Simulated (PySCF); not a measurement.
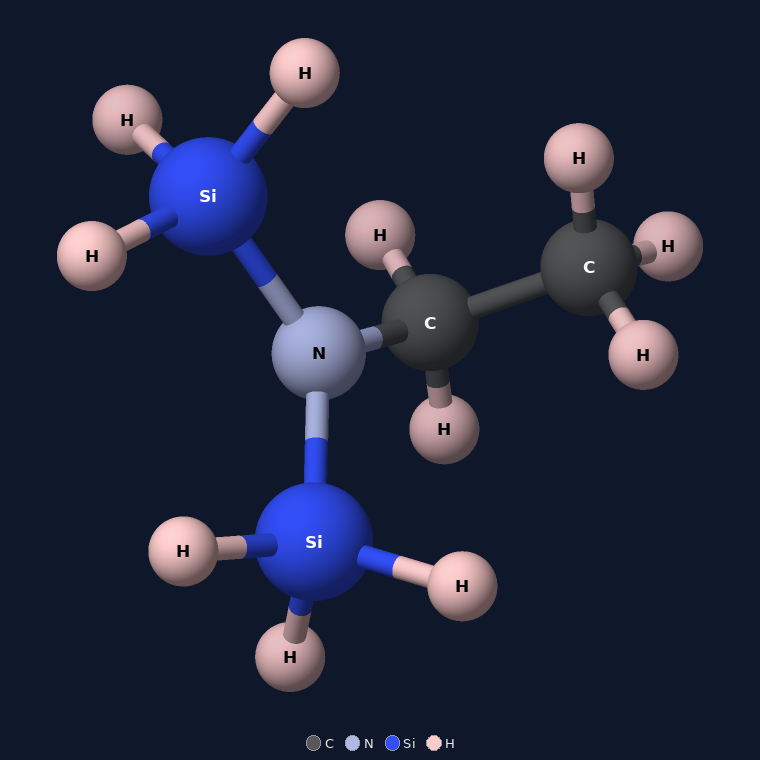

The computed structure is the end point of a PBE0-D3(BJ)/def2-SVP optimisation. No frequency run is at hand to confirm it as a minimum. Method: CAM-B3LYP/def2-SVPD in chloroform (IEF-PCM) (PySCF 2.14.0). Excitations: vertical, linear response.

Predict the main results.

The species is C2H11NSi2 (`CCN([SiH3])[SiH3]`).
- dipole moment: 1.09 D
- HOMO energy (Kohn–Sham orbital): −8.23 eV
- LUMO energy (Kohn–Sham orbital): 1.13 eV
- HOMO–LUMO gap: 9.36 eV
- mean static polarisability: 107.2 bohr³
- lowest vertical singlet excitation: 6.11 eV
- its oscillator strength: 0.002
- brightest of the 6 lowest singlets: 6.93 eV
- its oscillator strength: 0.03
